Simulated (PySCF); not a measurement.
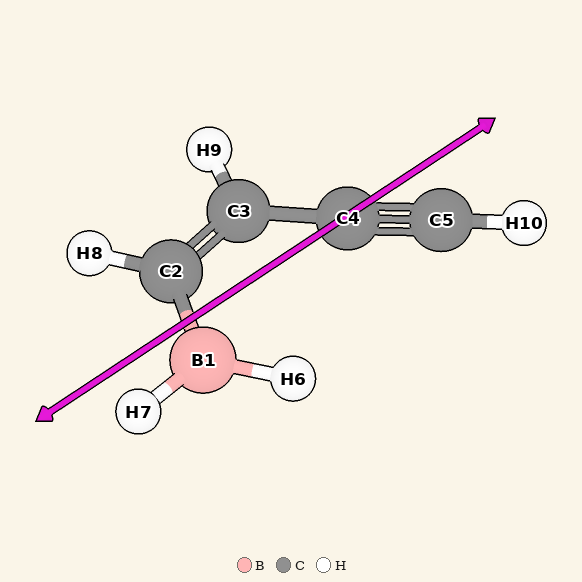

The double arrow shows the direction of the transition dipole to excited singlet state 2 (its length means nothing). The geometry was computed by an optimisation with PBE0-D3(BJ)/def2-SVP. No frequency run is at hand to confirm it as a minimum. Properties computed with TDDFT PBE0/def2-SVPD, vertical, gas phase, core orbitals frozen in the response (PySCF 2.14.0).

How is the transition polarised?

In the molecular plane, nearly parallel to the C2–C3 bond.

Where does the transition lie, and how strong is it?

4.46 eV (278 nm), oscillator strength 0.27, mainly HOMO → LUMO (weight 0.95); transition dipole 3.97 D.
